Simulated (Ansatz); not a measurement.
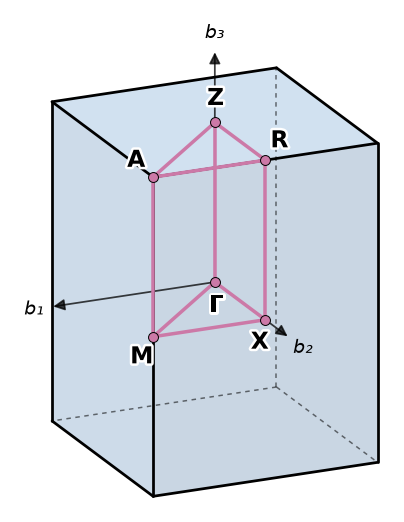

The first Brillouin zone and its special points. Crystal: ZrF₂, the end point of a relaxation with DFT PBE, scalar-relativistic, plane waves, PAW (Ansatz 0.2.0); the starting structure was generated, so it need not be a known form of this composition. Geometry calculated from the standardised cell; symmetry tolerance 0.002 Å.

Space group P4/mmm (No. 123); a = 4.230 Å, b = 4.230 Å, c = 3.073 Å, α = 90.00°, β = 90.00°, γ = 90.00°.

Labels and path follow the convention of Hinuma et al. (2017), as computed by seekpath; the arrows show the directions of the reciprocal primitive vectors b₁, b₂, b₃, in which coordinates are given; lengths include the factor 2π.

Question: List the special points with their coordinates and distances from Γ.

Answer:
| point | k₁ | k₂ | k₃ | length of k (1/Å) |
| --- | --- | --- | --- | --- |
| Γ | 0 | 0 | 0 | 0.000 |
| Z | 0 | 0 | 1/2 | 1.022 |
| M | 1/2 | 1/2 | 0 | 1.050 |
| A | 1/2 | 1/2 | 1/2 | 1.466 |
| R | 0 | 1/2 | 1/2 | 1.264 |
| X | 0 | 1/2 | 0 | 0.743 |

Question: What is the zone's volume?

Answer: (2π)³ over the primitive cell's volume of 54.99 Å³: 4.51 Å⁻³.
